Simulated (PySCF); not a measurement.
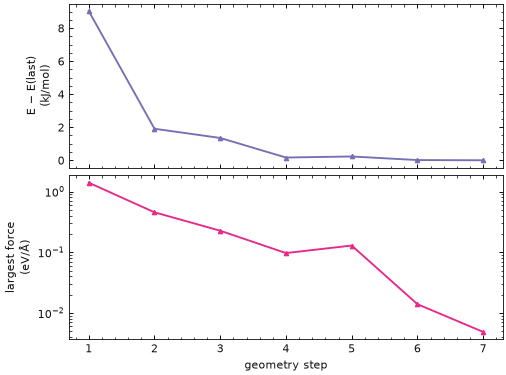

History of a geometry optimisation. The run: C2H6Cl2Se (SMILES C[Se@TB19](C)(Cl)Cl), by PBE0-D3(BJ)/def2-SVP, geometry optimisation in PySCF 2.14.0, density fitting.

The optimisation met its thresholds at geometry 7, counting the start as the first. The energy fell by about 9 kJ/mol from the first step to the last. The largest force goes from about 1.4 eV/Å at the start to 5 × 10⁻³ eV/Å at the end.
